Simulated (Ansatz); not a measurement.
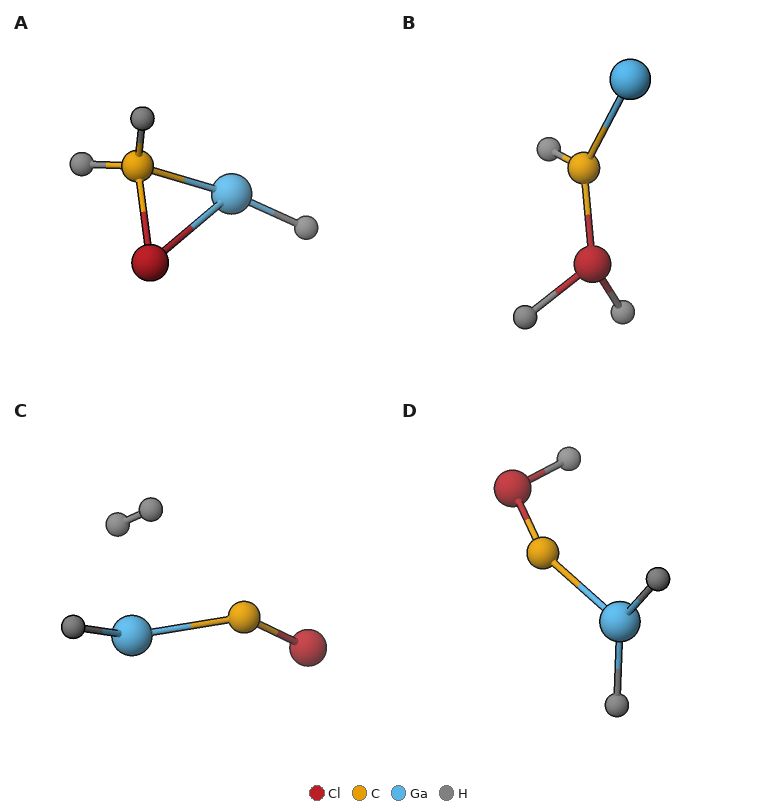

4 stationary structures of one formula. Charge +1, singlet. Geometries: PBE-D4/def2-SVP. Electronic energies: PBE-D4/def2-SVP (Ansatz 0.2.0), without zero-point energy. No frequency run is at hand to confirm each as a minimum.

Which structure is the most stable?

A is lowest (Cs); C lies 4.172 eV above it (C1), D lies 5.451 eV above it, B lies 5.495 eV above it (Cs).
